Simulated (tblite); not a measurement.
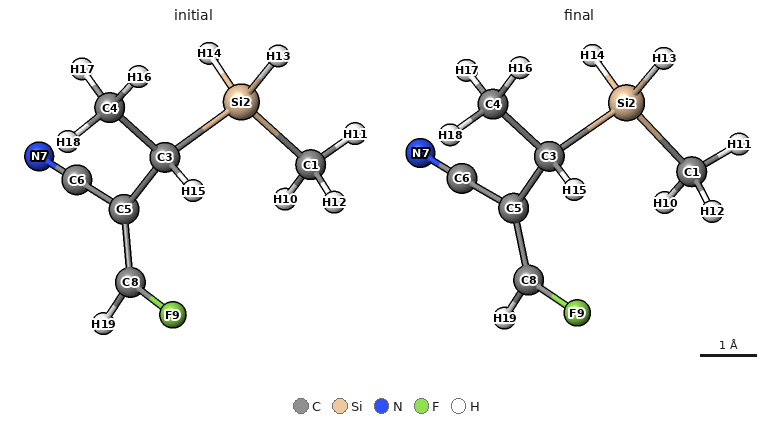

The structure of C₆H₁₀FNSi before (left) and after (right) a relaxation, at one scale.

A ball-and-stick model, seen at a tilt.

Method: tblite, GFN2-xTB geometry optimisation, gas phase. 

Question: Describe what moved and what it gained.

Answer: The atom that moves furthest after the best rigid fit is F9 (0.40 Å). By element the largest moves are F 0.40 Å, H 0.36 Å, N 0.31 Å, C 0.25 Å, Si 0.04 Å. Near-neighbour distances that change, for instance: C3–C5 1.530 → 1.494 Å, C3–C4 1.556 → 1.527 Å, C1–Si2 1.868 → 1.895 Å, C5–C6 1.437 → 1.413 Å. Among the angles between lasting bonds that change: Si2–C3–C5 113.6° → 109.2°, Si2–C3–H15 105.1° → 108.5°, C4–C3–H15 105.4° → 108.7°. The energy falls by 13.2 kJ/mol in 96 geometry steps. The run took 0.46 s on 1 thread of AMD EPYC 9R45 96-Core Processor, on a shared host.
